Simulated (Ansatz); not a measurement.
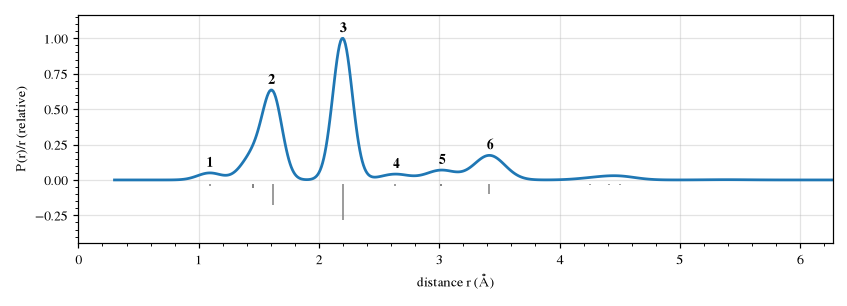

Simulated gas electron diffraction: radial distribution curve of CH₃Si₂ (spin multiplicity 2). Each pair of atoms contributes with weight ZᵢZⱼ/r (bars below the curve); damping constant 0.002 Å²; vibrational amplitudes assumed, not computed: 0.05 Å for bonds, 0.078 Å for bonds to H, 0.06 + 0.015 r up to 0.15 Å for other pairs. The geometry is the end point of an optimisation (UKS PBE0/STO-3G in Ansatz); it may be a saddle point or a higher isomer.

> Assign the numbered peaks of the radial distribution curve (– bonded, ··· not bonded).

Peak 1, 1.09 Å: C–H 1.09 Å
Peak 2, 1.60 Å: Si–H 1.45–1.46 Å (×2), Si–C 1.61 Å, not resolved
Peak 3, 2.20 Å: Si–Si 2.20 Å
Peak 4, 2.64 Å: Si···H 2.63 Å
Peak 5, 3.02 Å: Si···H 3.01–3.02 Å (×2)
Peak 6, 3.42 Å: Si···C 3.42 Å
